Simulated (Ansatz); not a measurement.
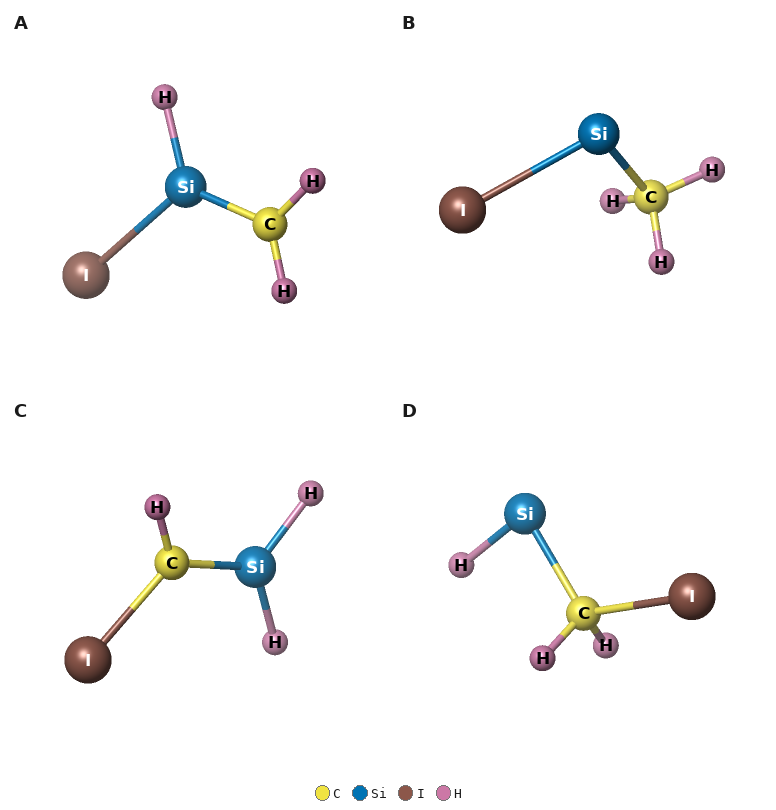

4 stationary structures of one formula. Geometries: PBE-D4/def2-SVP. Electronic energies: PBE-D4/def2-SVP (Ansatz 0.2.0), without zero-point energy. No frequency run is at hand to confirm each as a minimum.

> Which is lowest in energy, and by how much?

B is lowest; A lies 52.7 kJ/mol above it (Cs), C lies 177.8 kJ/mol above it (Cs), D lies 194.7 kJ/mol above it (Cs).
